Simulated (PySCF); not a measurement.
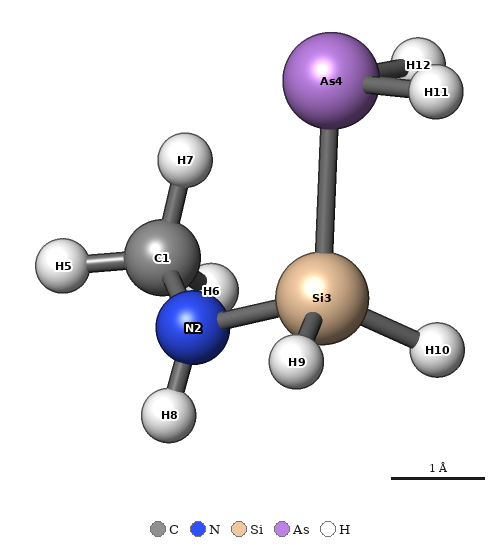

Fig. 1: The structure as given in the input (ball-and-stick view, seen at a tilt; atoms are numbered from 1 in the order of the input).

## CH₈AsNSi: geometry relaxation

CH₈AsNSi, SMILES CN[SiH2][AsH2], computed with PBE0-D3(BJ)/def2-SVP geometry optimisation, gas phase (PySCF 2.14.0).

The program's output:
```
step   0  E = -2622.10600471  max force = 0.022807
step   1  E = -2622.11119632  max force = 0.006793
step   2  E = -2622.11180386  max force = 0.001376
step   3  E = -2622.11181339  max force = 0.002183
step   4  E = -2622.11195336  max force = 0.001064
step   5  E = -2622.11202672  max force = 0.000925
step   6  E = -2622.11213985  max force = 0.001184
step   7  E = -2622.11223713  max force = 0.001000
step   8  E = -2622.11229623  max force = 0.000452
step   9  E = -2622.11233493  max force = 0.000218
step  10  E = -2622.11237913  max force = 0.000343
step  11  E = -2622.11241394  max force = 0.001720
step  12  E = -2622.11248501  max force = 0.000767
step  13  E = -2622.11252796  max force = 0.000610
step  14  E = -2622.11231913  max force = 0.003811
step  15  E = -2622.11261010  max force = 0.001506
step  16  E = -2622.11265422  max force = 0.001211
step  17  E = -2622.11269730  max force = 0.001400
step  18  E = -2622.11278044  max force = 0.001376
step  19  E = -2622.11287999  max force = 0.002376
step  20  E = -2622.11303743  max force = 0.001467
step  21  E = -2622.11319879  max force = 0.001043
step  22  E = -2622.11328839  max force = 0.000577
step  23  E = -2622.11330264  max force = 0.000478
step  24  E = -2622.11334303  max force = 0.000860
step  25  E = -2622.11337057  max force = 0.000862
step  26  E = -2622.11337814  max force = 0.000415
optimisation converged
```

Trajectory as extended XYZ (Å, eV, eV/Å), 18 of the 27 frames kept, from step=0 to step=26:
```
12
Properties=species:S:1:pos:R:3:forces:R:3 step=0 energy=-71351.13868
C    -1.2210    1.0893    0.5265   -0.9321   0.8942  -0.6024
N    -1.1597   -0.2779    0.1445    0.8869   0.2710   0.4680
Si    0.2599   -0.9933   -0.4975    0.0235  -0.0492   0.4094
As    2.0518   -0.2514    0.8597   -0.7656   0.1461   0.8639
H    -2.0418    1.2534    1.2434    0.1216   0.0917   0.2079
H    -1.4358    1.7824   -0.3332    0.2306  -0.1411   0.3620
H    -0.2855    1.4126    0.9824    0.2722   0.1360   0.2575
H    -2.0153   -0.6054   -0.2253   -1.1728  -0.5800  -0.4010
H     0.0151   -2.4263   -0.3427    0.1863  -0.7226  -0.0143
H     0.4836   -0.7321   -1.9232    0.2819   0.1599  -0.6667
H     2.9946   -1.1431    0.1708    0.7505  -0.7575  -0.4981
H     2.3938    0.8635   -0.0704    0.1169   0.5515  -0.3861
12
Properties=species:S:1:pos:R:3:forces:R:3 step=2 energy=-71351.29648
C    -1.2576    1.0453    0.4343   -0.0249  -0.0119  -0.0041
N    -1.2201   -0.3590    0.0980    0.0116   0.0231  -0.0708
Si    0.2061   -1.1418   -0.5005    0.0603  -0.0366  -0.0105
As    2.0107   -0.4896    0.9024    0.0016  -0.0396  -0.0254
H    -2.1364    1.2708    1.0584   -0.0108   0.0325   0.0115
H    -1.2760    1.7298   -0.4374   -0.0284   0.0019   0.0087
H    -0.3717    1.3131    1.0350   -0.0130  -0.0124  -0.0056
H    -2.1053   -0.7154   -0.2510    0.0254   0.0143   0.0548
H     0.0146   -2.6193   -0.3866   -0.0241  -0.0051   0.0060
H     0.5453   -0.8498   -1.9376    0.0123   0.0100   0.0163
H     2.9507   -1.4332    0.1540   -0.0119   0.0111   0.0114
H     2.3910    0.6768   -0.0055    0.0020   0.0127   0.0077
12
Properties=species:S:1:pos:R:3:forces:R:3 step=3 energy=-71351.29674
C    -1.2898    1.0629    0.4349    0.1046  -0.0097  -0.0351
N    -1.1907   -0.3355    0.0870   -0.0874   0.0375  -0.0647
Si    0.2278   -1.1392   -0.5059   -0.0100   0.1123   0.0846
As    2.0402   -0.5139    0.8970   -0.0865  -0.0014   0.0790
H    -2.1712    1.2444    1.0700   -0.0102  -0.0039   0.0131
H    -1.3552    1.7532   -0.4314    0.0058  -0.0320   0.0300
H    -0.4127    1.3675    1.0292    0.0258   0.0092  -0.0123
H    -2.0725   -0.7111   -0.2441   -0.0429  -0.0914   0.0124
H     0.0006   -2.6100   -0.3783   -0.0127  -0.0126  -0.0011
H     0.5729   -0.8635   -1.9419    0.0244   0.0074  -0.0232
H     2.9576   -1.4711    0.1530    0.0794  -0.0698  -0.0500
H     2.4444    0.6439   -0.0062    0.0097   0.0545  -0.0327
12
Properties=species:S:1:pos:R:3:forces:R:3 step=5 energy=-71351.30255
C    -1.2758    1.0558    0.4176   -0.0375  -0.0018   0.0051
N    -1.2072   -0.3480    0.0884    0.0346   0.0367  -0.0476
Si    0.2203   -1.1316   -0.5068   -0.0334  -0.0284   0.0259
As    2.0216   -0.5274    0.9178    0.0060  -0.0036   0.0143
H    -2.1292    1.2619    1.0842    0.0088  -0.0040   0.0058
H    -1.3659    1.7316   -0.4560    0.0029   0.0006  -0.0030
H    -0.3705    1.3577    0.9700    0.0066   0.0050  -0.0072
H    -2.0947   -0.7367   -0.2132   -0.0006  -0.0164   0.0231
H    -0.0041   -2.6058   -0.4030    0.0024   0.0011  -0.0108
H     0.5790   -0.8304   -1.9358    0.0089   0.0096   0.0000
H     2.9574   -1.4604    0.1538    0.0040   0.0028  -0.0070
H     2.4205    0.6610    0.0465   -0.0027  -0.0015   0.0013
12
Properties=species:S:1:pos:R:3:forces:R:3 step=6 energy=-71351.30562
C    -1.2821    1.0600    0.3967   -0.0609   0.0091   0.0181
N    -1.2048   -0.3460    0.0844    0.0492   0.0158  -0.0326
Si    0.2246   -1.1237   -0.5086   -0.0280  -0.0552   0.0067
As    2.0202   -0.5617    0.9409    0.0384  -0.0077  -0.0052
H    -2.0995    1.2632    1.1083    0.0112  -0.0028   0.0018
H    -1.4339    1.7188   -0.4810    0.0010   0.0060  -0.0101
H    -0.3518    1.3880    0.8900   -0.0024   0.0020  -0.0061
H    -2.0943   -0.7638   -0.1683    0.0123   0.0107   0.0170
H    -0.0136   -2.5976   -0.4313    0.0058   0.0052  -0.0108
H     0.6024   -0.7984   -1.9278   -0.0009   0.0061   0.0077
H     2.9630   -1.4677    0.1493   -0.0186   0.0245   0.0084
H     2.4209    0.6565    0.1109   -0.0072  -0.0138   0.0051
12
Properties=species:S:1:pos:R:3:forces:R:3 step=8 energy=-71351.30988
C    -1.3077    1.0714    0.3594   -0.0148   0.0133   0.0061
N    -1.1898   -0.3376    0.0803    0.0092   0.0006  -0.0048
Si    0.2402   -1.1120   -0.5067    0.0055  -0.0232  -0.0009
As    2.0375   -0.6356    0.9772    0.0219  -0.0123  -0.0089
H    -2.0511    1.2618    1.1512    0.0016   0.0009   0.0005
H    -1.5871    1.6878   -0.5176   -0.0045   0.0001  -0.0029
H    -0.3473    1.4639    0.7329   -0.0037  -0.0022   0.0000
H    -2.0732   -0.8096   -0.0761    0.0055   0.0087   0.0008
H    -0.0264   -2.5824   -0.4821    0.0011   0.0022   0.0031
H     0.6454   -0.7407   -1.9062   -0.0052  -0.0004   0.0033
H     2.9854   -1.4767    0.1234   -0.0085   0.0140   0.0028
H     2.4253    0.6373    0.2277   -0.0081  -0.0016   0.0008
12
Properties=species:S:1:pos:R:3:forces:R:3 step=9 energy=-71351.31093
C    -1.3178    1.0752    0.3481    0.0059   0.0053  -0.0036
N    -1.1829   -0.3349    0.0822   -0.0043   0.0018   0.0061
Si    0.2465   -1.1099   -0.5036    0.0083   0.0021  -0.0012
As    2.0502   -0.6646    0.9846    0.0015  -0.0112  -0.0028
H    -2.0339    1.2631    1.1655   -0.0011   0.0010   0.0012
H    -1.6425    1.6727   -0.5263   -0.0028  -0.0020   0.0015
H    -0.3518    1.4914    0.6783   -0.0006  -0.0007   0.0003
H    -2.0619   -0.8239   -0.0405   -0.0014  -0.0017  -0.0019
H    -0.0296   -2.5783   -0.4964   -0.0023  -0.0006   0.0078
H     0.6560   -0.7222   -1.8970   -0.0017  -0.0039  -0.0012
H     2.9981   -1.4725    0.1009    0.0036   0.0041  -0.0066
H     2.4210    0.6315    0.2677   -0.0052   0.0059   0.0003
12
Properties=species:S:1:pos:R:3:forces:R:3 step=11 energy=-71351.31308
C    -1.3736    1.0843    0.2456   -0.0055  -0.0084   0.0070
N    -1.1423   -0.3318    0.1187    0.0334   0.0885  -0.0367
Si    0.2797   -1.0936   -0.4871    0.0574  -0.0446  -0.0157
As    2.1455   -0.9309    0.9958   -0.0849   0.0062   0.0217
H    -1.7624    1.3548    1.2427   -0.0006   0.0172   0.0081
H    -2.0797    1.4799   -0.5096    0.0057  -0.0071   0.0181
H    -0.4299    1.6367    0.1167    0.0249   0.0023  -0.0067
H    -1.9370   -0.9165    0.3392   -0.0460  -0.0363   0.0128
H    -0.0667   -2.5388   -0.6287    0.0251  -0.0373   0.0046
H     0.7045   -0.5548   -1.8214   -0.0470   0.0202  -0.0016
H     3.0974   -1.3159   -0.1324    0.0420  -0.0208  -0.0187
H     2.3158    0.5543    0.6840   -0.0046   0.0202   0.0071
12
Properties=species:S:1:pos:R:3:forces:R:3 step=12 energy=-71351.31502
C    -1.3521    1.0854    0.2775    0.0319  -0.0165  -0.0084
N    -1.1526   -0.3311    0.1044   -0.0232   0.0065   0.0110
Si    0.2689   -1.1049   -0.4930    0.0238   0.0232  -0.0114
As    2.1109   -0.8508    1.0009   -0.0395  -0.0141  -0.0041
H    -1.8479    1.3184    1.2356   -0.0003   0.0025   0.0044
H    -1.9494    1.5488   -0.5312    0.0009  -0.0017   0.0063
H    -0.3809    1.6053    0.2935    0.0043   0.0034  -0.0044
H    -1.9853   -0.8952    0.2182   -0.0089  -0.0065   0.0023
H    -0.0537   -2.5606   -0.5870   -0.0036  -0.0018   0.0112
H     0.6852   -0.6104   -1.8478   -0.0064  -0.0067  -0.0074
H     3.0729   -1.3706   -0.0649    0.0228   0.0001  -0.0067
H     2.3352    0.5935    0.5574   -0.0019   0.0117   0.0072
12
Properties=species:S:1:pos:R:3:forces:R:3 step=14 energy=-71351.31050
C    -1.3382    1.0609    0.1427   -0.1041   0.0684   0.1422
N    -1.1403   -0.3649    0.1316    0.1082   0.0932  -0.1626
Si    0.2691   -1.1154   -0.5126    0.0326  -0.1960   0.0122
As    2.1292   -1.0813    0.9837    0.0105   0.0668   0.0257
H    -1.3260    1.4957    1.1596    0.0012   0.0158  -0.0019
H    -2.2890    1.3563   -0.3366   -0.0081   0.0100   0.0124
H    -0.5317    1.5571   -0.4199   -0.0083  -0.0139  -0.0193
H    -1.8013   -0.9094    0.6700   -0.0441   0.0124   0.0103
H    -0.0735   -2.5492   -0.7601    0.0471  -0.0171  -0.0353
H     0.6488   -0.4307   -1.7883   -0.0429  -0.0012  -0.0032
H     3.1462   -1.0363   -0.1566   -0.0160  -0.0187   0.0269
H     2.0581    0.4447    1.0501    0.0238  -0.0198  -0.0073
12
Properties=species:S:1:pos:R:3:forces:R:3 step=15 energy=-71351.31842
C    -1.3423    1.0762    0.1942   -0.0302   0.0186   0.0627
N    -1.1416   -0.3473    0.1128    0.0321   0.0259  -0.0775
Si    0.2706   -1.1153   -0.5081    0.0155  -0.0642   0.0140
As    2.1145   -1.0040    1.0020   -0.0077   0.0231   0.0034
H    -1.5295    1.4238    1.2264    0.0062   0.0081   0.0013
H    -2.1816    1.4265   -0.4348   -0.0044   0.0031   0.0069
H    -0.4412    1.6047   -0.1554   -0.0043  -0.0018  -0.0143
H    -1.8857   -0.9166    0.4951   -0.0146   0.0088   0.0029
H    -0.0698   -2.5581   -0.6979    0.0145  -0.0045  -0.0123
H     0.6710   -0.5033   -1.8159   -0.0186  -0.0004  -0.0024
H     3.1283   -1.1774   -0.1279    0.0032  -0.0068   0.0157
H     2.1587    0.5184    0.8731    0.0085  -0.0099  -0.0004
12
Properties=species:S:1:pos:R:3:forces:R:3 step=17 energy=-71351.32079
C    -1.3130    1.0834    0.1882   -0.0209   0.0202   0.0492
N    -1.1454   -0.3438    0.0889   -0.0166  -0.0054  -0.0720
Si    0.2577   -1.1318   -0.5314    0.0027  -0.0215   0.0413
As    2.0714   -1.0142    1.0129    0.0428   0.0126  -0.0053
H    -1.4195    1.4353    1.2311    0.0144   0.0006  -0.0053
H    -2.1890    1.4486   -0.3783   -0.0103  -0.0015   0.0031
H    -0.4315    1.5962   -0.2290   -0.0078  -0.0064  -0.0036
H    -1.8849   -0.8979    0.5036    0.0221   0.0190  -0.0136
H    -0.0872   -2.5743   -0.7161    0.0004   0.0079  -0.0086
H     0.6548   -0.5246   -1.8419    0.0059  -0.0030   0.0030
H     3.1392   -1.1598   -0.0718   -0.0345  -0.0054   0.0187
H     2.0988    0.5105    0.9073    0.0018  -0.0170  -0.0067
12
Properties=species:S:1:pos:R:3:forces:R:3 step=18 energy=-71351.32306
C    -1.2943    1.0984    0.1877   -0.0036   0.0112   0.0213
N    -1.1493   -0.3293    0.0583   -0.0547  -0.0029  -0.0707
Si    0.2487   -1.1377   -0.5485    0.0122  -0.0113   0.0512
As    2.0349   -1.0302    1.0282    0.0544   0.0009   0.0005
H    -1.3252    1.4412    1.2390    0.0164   0.0006  -0.0058
H    -2.2038    1.4762   -0.3133   -0.0096  -0.0078   0.0081
H    -0.4406    1.6077   -0.2876   -0.0028  -0.0061   0.0047
H    -1.8860   -0.8769    0.4871    0.0277   0.0158  -0.0144
H    -0.1148   -2.5760   -0.7278   -0.0004   0.0043  -0.0019
H     0.6632   -0.5500   -1.8622    0.0094   0.0138   0.0126
H     3.1382   -1.1890   -0.0178   -0.0451  -0.0084   0.0033
H     2.0803    0.4934    0.9204   -0.0038  -0.0101  -0.0088
12
Properties=species:S:1:pos:R:3:forces:R:3 step=20 energy=-71351.33005
C    -1.2463    1.1441    0.1805    0.0183  -0.0040  -0.0271
N    -1.1705   -0.2805   -0.0279   -0.0754  -0.0002  -0.0575
Si    0.2242   -1.1406   -0.5736    0.0267  -0.0358   0.0302
As    1.9512   -1.0993    1.0720    0.0369   0.0037   0.0219
H    -1.0305    1.4588    1.2199    0.0058   0.0046   0.0002
H    -2.2397    1.5412   -0.0901   -0.0013  -0.0125   0.0161
H    -0.5195    1.6568   -0.4699    0.0127  -0.0032   0.0131
H    -1.8888   -0.8144    0.4476    0.0054   0.0146   0.0052
H    -0.1934   -2.5627   -0.7611    0.0064  -0.0059   0.0080
H     0.7068   -0.5868   -1.8779    0.0000   0.0511   0.0264
H     3.0928   -1.3089    0.0805   -0.0313  -0.0134  -0.0268
H     2.0649    0.4199    0.9636   -0.0041   0.0010  -0.0099
12
Properties=species:S:1:pos:R:3:forces:R:3 step=21 energy=-71351.33444
C    -1.2347    1.1547    0.1781    0.0065  -0.0080  -0.0175
N    -1.1863   -0.2679   -0.0527   -0.0204  -0.0031  -0.0536
Si    0.2169   -1.1370   -0.5658    0.0039  -0.0342   0.0119
As    1.9379   -1.1158    1.0878    0.0087   0.0047   0.0219
H    -0.9639    1.4554    1.2089    0.0008   0.0064   0.0076
H    -2.2370    1.5618   -0.0366    0.0001  -0.0018   0.0088
H    -0.5362    1.6685   -0.5021    0.0084  -0.0023   0.0065
H    -1.9062   -0.7959    0.4265   -0.0054   0.0102   0.0191
H    -0.2062   -2.5562   -0.7639    0.0100  -0.0044   0.0048
H     0.7268   -0.5780   -1.8572   -0.0070   0.0421   0.0200
H     3.0549   -1.3614    0.0779   -0.0061  -0.0120  -0.0198
H     2.0851    0.3993    0.9626    0.0006   0.0025  -0.0095
12
Properties=species:S:1:pos:R:3:forces:R:3 step=23 energy=-71351.33727
C    -1.2321    1.1591    0.1775   -0.0031   0.0025   0.0116
N    -1.2041   -0.2620   -0.0672    0.0007  -0.0017  -0.0246
Si    0.2116   -1.1292   -0.5496   -0.0004  -0.0102  -0.0037
As    1.9371   -1.1223    1.1018   -0.0094   0.0074  -0.0025
H    -0.9499    1.4475    1.2094   -0.0019   0.0013   0.0015
H    -2.2309    1.5804   -0.0240   -0.0002   0.0022  -0.0036
H    -0.5308    1.6700   -0.5022   -0.0008  -0.0020  -0.0003
H    -1.9331   -0.7830    0.4065    0.0100   0.0045   0.0205
H    -0.2000   -2.5490   -0.7657    0.0071  -0.0006  -0.0070
H     0.7417   -0.5418   -1.8201   -0.0093   0.0090   0.0024
H     3.0114   -1.4262    0.0601    0.0032  -0.0080   0.0101
H     2.1304    0.3842    0.9370    0.0042  -0.0045  -0.0045
12
Properties=species:S:1:pos:R:3:forces:R:3 step=24 energy=-71351.33837
C    -1.2356    1.1660    0.1852   -0.0010   0.0118  -0.0024
N    -1.2074   -0.2529   -0.0723   -0.0442  -0.0092   0.0039
Si    0.2096   -1.1177   -0.5526    0.0265   0.0050   0.0016
As    1.9258   -1.1216    1.1089   -0.0022   0.0076  -0.0133
H    -0.9629    1.4458    1.2222    0.0001  -0.0065  -0.0076
H    -2.2317    1.5910   -0.0226   -0.0011  -0.0010   0.0000
H    -0.5280    1.6813   -0.4846    0.0027   0.0008   0.0061
H    -1.9403   -0.7762    0.3937    0.0254   0.0086   0.0125
H    -0.1979   -2.5368   -0.7795    0.0012  -0.0017  -0.0118
H     0.7447   -0.5151   -1.8136   -0.0023  -0.0052  -0.0029
H     2.9929   -1.5051    0.0853   -0.0075  -0.0048   0.0105
H     2.1821    0.3690    0.8934    0.0025  -0.0054   0.0033
12
Properties=species:S:1:pos:R:3:forces:R:3 step=26 energy=-71351.33932
C    -1.2529    1.1737    0.1852   -0.0064   0.0086   0.0059
N    -1.2131   -0.2475   -0.0589   -0.0213  -0.0013  -0.0157
Si    0.2107   -1.0918   -0.5583    0.0155  -0.0031   0.0142
As    1.9209   -1.1380    1.1087    0.0057   0.0047  -0.0088
H    -0.9516    1.4678    1.2101    0.0005  -0.0012  -0.0024
H    -2.2607    1.5830    0.0049   -0.0036  -0.0024   0.0001
H    -0.5738    1.6912   -0.5119    0.0028  -0.0019   0.0048
H    -1.9172   -0.7757    0.4446    0.0145   0.0058   0.0084
H    -0.1824   -2.5084   -0.8252    0.0037   0.0008  -0.0061
H     0.7370   -0.4438   -1.7997   -0.0020  -0.0094  -0.0054
H     2.9692   -1.6116    0.1038   -0.0100   0.0031   0.0027
H     2.2652    0.3289    0.8601    0.0006  -0.0038   0.0024
```

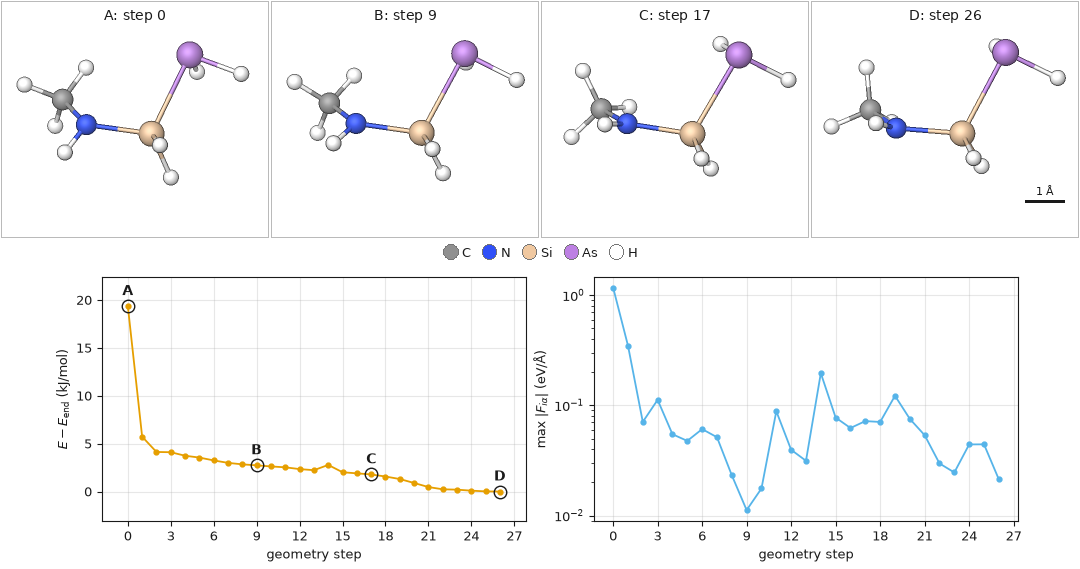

Fig. 2: Frames of the relaxation (ball-and-stick view, seen at a tilt) above the curves, on which the letters mark them (steps are counted from 0).

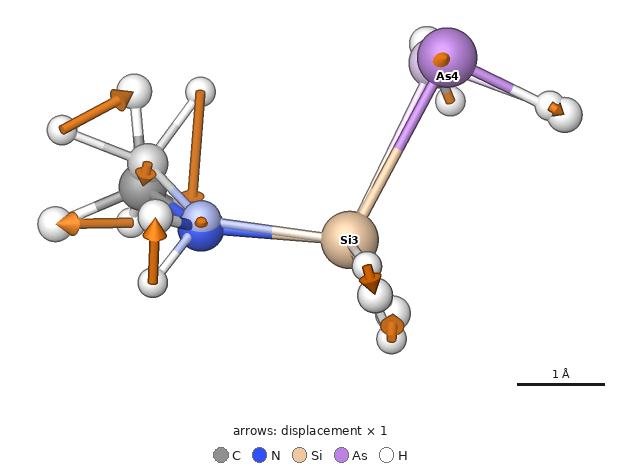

Fig. 3: Start (faint) and end (solid) with the displacements as orange arrows, at true length (ball-and-stick view, seen at a tilt). The two geometries are laid on each other by the best rigid fit. After 26 geometry steps the energy has fallen by 19.4 kJ/mol. The largest force component goes from 1.2 to 0.021 eV/Å. The largest move after the best rigid fit is that of H7, 1.59 Å. Largest moves by element: H 1.59 Å, As 0.59 Å, C 0.32 Å, N 0.12 Å, Si 0.05 Å. Among the contacts that change: As4–H11 1.469 → 1.527 Å, As4–H12 1.492 → 1.527 Å, Si3–H9 1.462 → 1.494 Å, Si3–H10 1.467 → 1.496 Å. Among the angles that change: N2–Si3–As4 106.3° → 113.4°, N2–Si3–H10 114.6° → 108.5°, As4–Si3–H9 111.9° → 107.1°. (Atoms are counted from 1 in the order of the input.)

The run was set up as follows.

Input file:
```
{"job": {"xc": "PBE0", "basis": "def2-SVP", "d3": "d3bj", "grid": 1, "shake": 0.01, "kind": "geom"}, "charge": 0, "multiplicity": 1}
C     -1.220990     1.089310     0.526480
N     -1.159690    -0.277940     0.144480
Si     0.259920    -0.993300    -0.497530
As     2.051790    -0.251360     0.859740
H     -2.041810     1.253370     1.243450
H     -1.435790     1.782430    -0.333180
H     -0.285470     1.412650     0.982440
H     -2.015290    -0.605410    -0.225290
H      0.015070    -2.426280    -0.342650
H      0.483610    -0.732100    -1.923230
H      2.994560    -1.143130     0.170820
H      2.393770     0.863480    -0.070430
```

The first line tells a small driver script what to run in PySCF; the rest is the geometry in Å.

Launch command:
```bash
OMP_NUM_THREADS=1 python <driver script> task.json out
```

Summary:

```tsv
quantity	value
outcome	converged
total energy	−2622.113378 hartree
dipole moment	1.38 D
point group	C1
hardware	1 CPU thread, shared host
wall time	4.3 min
peak memory	0.51 GiB
```
